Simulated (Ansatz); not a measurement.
# BH3O (SMILES [H]B([H])O): B2PLYP/STO-3G

Aim: the electronic atomisation energy of BH3O at B2PLYP/STO-3G, from 4 runs. 

Program for the calculation: Ansatz 0.2.0.

45 further runs of the same task are left out: 1 that didn't finish, 44 set aside as unsound or not needed.

### 1 The molecule

BH3O has 5 atoms, charge 0, and is taken as a singlet. As SMILES, `[H]B([H])O`. Geometry: relaxed at GFN2-xTB.

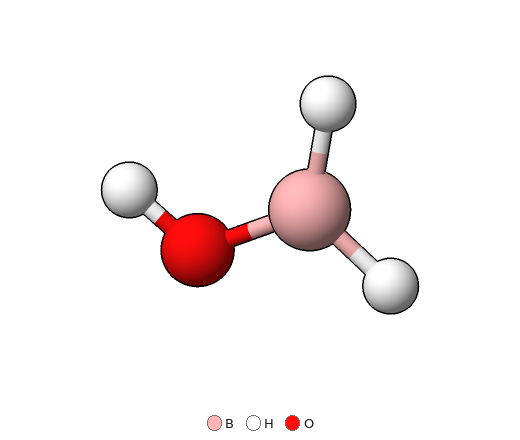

The structure, seen from a chosen angle (boron pink, hydrogen white, oxygen red).

### 2 A single-point energy at B2PLYP/STO-3G

Input file molecule.yaml:

```yaml
crystal:
  periodic: [false, false, false]
  atoms:
    - symbol: B
      position_ang: [0.270970, 0.302480, -0.108500]
    - symbol: H
      position_ang: [1.403550, 0.390040, -0.395610]
    - symbol: H
      position_ang: [-0.432910, 1.251360, -0.080700]
    - symbol: O
      position_ang: [-0.159420, -0.918700, 0.174490]
    - symbol: H
      position_ang: [-1.082200, -1.025180, 0.410320]
basis:
  gaussian:
    orbitals: STO-3G
hamiltonian:
  xc: {name: B2PLYP}
correlation:
  frozen_orbitals: {B: 1, H: 0, O: 1}
accuracy: high
```

Command:

```console
$ ansatz run molecule.yaml --threads 1 --pin off --max-ram 2610MiB --events-out events.jsonl --progress --plain --runs-dir runs
```

Log:

```text
Warning: RAYON_NUM_THREADS=1 ignored (pool sized by the plan → 1); use --threads N
Functional definition: B2PLYP
  name "B2PLYP"
  parameter a = 0.53
  parameter c = 0.27
  exchange = (1 - a)*b88_x + a*exact_x
  correlation = (1 - c)*lyp_c + c*(mp2_os + mp2_ss)
207 factors; integrals over basis functions are off by at most 3.1e-8 eV
mean field evaluation 1: about -2730.0541 eV, gradient 1.4e1 eV
mean field evaluation 2: about -2730.0544 eV, gradient 1.4e1 eV
mean field evaluation 4: about -2730.7388 eV, gradient 1.0e0 eV
mean field evaluation 8: about -2730.7422 eV, gradient 3.5e-3 eV
mean field evaluation 16: about -2730.7422 eV, gradient 4.0e-8 eV
mean field -2730.74219075 eV, -100.3529245467 hartree, gradient 4.0e-8 eV, S^2 0.000000; 0 other end points of the search recorded, 0 dependent functions left out
2 core orbitals not correlated: weight in the atoms' cores, before any rotation towards them, 1.000 or more for the frozen orbitals, at most 0.000 for the correlated occupied ones
reference -2730.74220604 eV, -100.3529251084 hartree; 6, 6 occupied and 5, 5 virtual orbitals, 207 factors
second order -3.00869097 eV of doubles, -0.00000000 eV of singles
Total energy: -2731.55455260 eV, -100.3827782939 hartree
```

It took 0.89 s on 1 thread of Arm Neoverse V1, shared host.

### 3 The B atom

Input file molecule.yaml:

```yaml
crystal:
  periodic: [false, false, false]
  atoms:
    - {symbol: B, position_ang: [0.000000, 0.000000, 0.000000]}
basis:
  gaussian:
    orbitals: STO-3G
hamiltonian:
  xc: {name: B2PLYP}
magnetization:
  spin_polarized: true
  initial_magnetization: 1
accuracy: high
correlation:
  frozen_orbitals: {B: 1}
```

Run the same way, it converges to -24.24577 Eh (log not shown).

### 4 The H atom

Input file in.yaml:

```yaml
crystal:
  periodic: [false, false, false]
  atoms:
    - {symbol: H, position_ang: [0.000000, 0.000000, 0.000000]}
basis:
  gaussian:
    orbitals: STO-3G
hamiltonian:
  xc: {name: B2PLYP}
magnetization:
  spin_polarized: true
  initial_magnetization: 1
correlation:
  frozen_orbitals: {H: 0}
accuracy: high
```

Run the same way, it converges to -0.46478 Eh (log not shown).

### 5 The O atom at the same level

Input file input.yaml:

```yaml
crystal:
  periodic: [false, false, false]
  atoms:
    - {symbol: O, position_ang: [0.000000, 0.000000, 0.000000]}
basis:
  gaussian:
    orbitals: STO-3G
magnetization:
  spin_polarized: true
  initial_magnetization: 2
hamiltonian:
  xc: {name: B2PLYP}
correlation:
  frozen_orbitals: {O: 1}
accuracy: high
```

Run the same way, it converges to -73.96694 Eh (log not shown).

### 6 Results

Level: B2PLYP/STO-3G, 2 core orbitals frozen.

```
                     quantity          value
       molecule: total energy  -100.38278 Eh
         B atom: total energy   -24.24577 Eh
                 B atom: ⟨S²⟩          0.750
         H atom: total energy    -0.46478 Eh
                 H atom: ⟨S²⟩          0.750
         O atom: total energy   -73.96694 Eh
                 O atom: ⟨S²⟩          2.000
electronic atomisation energy      21.109 eV
```

What this shows: Taking the molecule apart into free atoms costs 21.11 eV (2037 kJ/mol), before zero-point energy and without spin-orbit coupling. In a minimal basis such a difference can be off by several eV, whatever the method.
